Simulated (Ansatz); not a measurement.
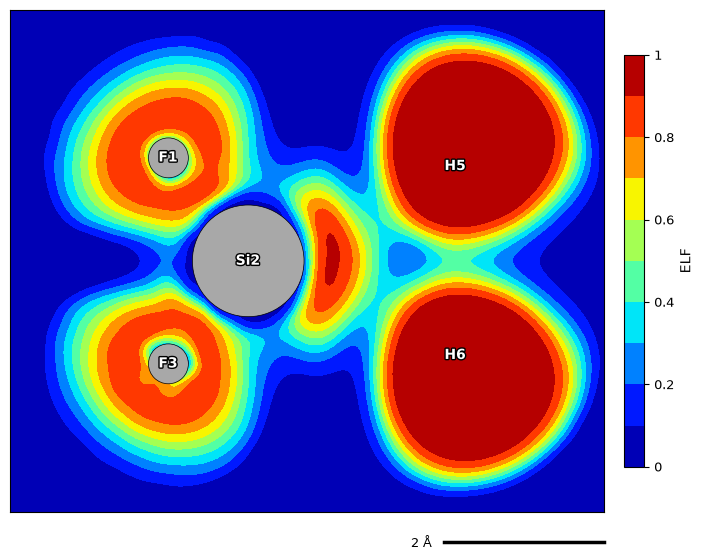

The picture shows: F$_{2}$H$_{2}$Si$_{2}$ (SMILES F[Si](F)=[SiH2]). Electron localisation function on the plane of atoms F1, Si2 and F3. Grey discs cover the atomic cores.

All numbers below come from Ansatz 0.2.0, RKS BLYP-D4/def2-SVP.

The calculation's input:

```
crystal:
  periodic: [false, false, false]
  atoms:
    - { symbol: F, position_ang: [1.4845, -1.20131, -1.24908] }
    - { symbol: Si, position_ang: [0.3733, -0.99194, -0.09657] }
    - { symbol: F, position_ang: [-0.68063, -2.05172, -0.70828] }
    - { symbol: Si, position_ang: [-0.41094, 1.07863, 0.04857] }
    - { symbol: H, position_ang: [0.23251, 1.95202, -0.95304] }
    - { symbol: H, position_ang: [-1.81727, 1.13953, -0.39736] }
basis:
  gaussian: { orbitals: def2-SVP }
hamiltonian:
  xc: blyp
  dispersion: d4
relax:
  f_tol: 0.015
  max_steps: 40
output:
  orbitals: {}
```

Launched as:

```sh
ansatz run input.yaml --threads 1 --pin off --max-ram 2048MiB --backend cpu --events-out ev --progress --plain --runs-dir out
```

The fields are those of the relaxed geometry.

Interpret the plot.

- Atoms in the plane: F, Si and H.
- Si–F (1.63 Å): the ELF peaks at about 0.85 in the valence shell of F, 0.6 Å from its nucleus, and is about 0.45 at the midpoint.
- The ELF also peaks beside F3 and F1, away from the bonds: lone-pair regions.
